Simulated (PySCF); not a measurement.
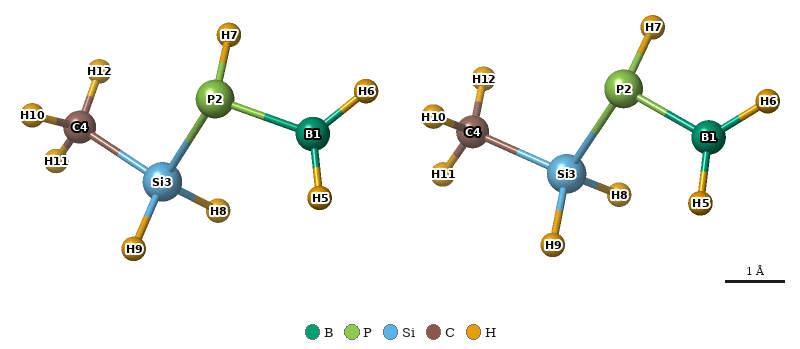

Two geometries of CH$_{8}$BPSi, drawn at one scale. One is the start of a relaxation, the other its converged end. Style: ball-and-stick. Shown at a tilt.

These are results of PySCF, PBE0-D3(BJ)/def2-SVP geometry optimisation, gas phase, not measurements. 

Q: Which geometry has the lower energy?

A: The right one is the relaxed one. The start comes from GFN2-xTB. The largest move after the best rigid fit is that of H7, 0.48 Å. Largest moves by element: H 0.48 Å, P 0.32 Å, Si 0.22 Å, B 0.18 Å, C 0.15 Å. Near-neighbour distances that change, for instance: P2–H7 1.379 → 1.420 Å, B1–H5 1.171 → 1.208 Å, Si3–H9 1.467 → 1.494 Å, Si3–C4 1.900 → 1.876 Å. Bond angles that change, for instance: Si3–P2–H7 101.1° → 105.8°, B1–P2–H7 103.6° → 107.4°, P2–Si3–C4 106.5° → 110.0°. Groups turn about P2–Si3 by about 25°. After 9 geometry steps the energy has fallen by 3.06 kcal/mol. The largest force component goes from 0.93 to 0.02 eV/Å. The run took roughly 60 core-seconds on a shared host.
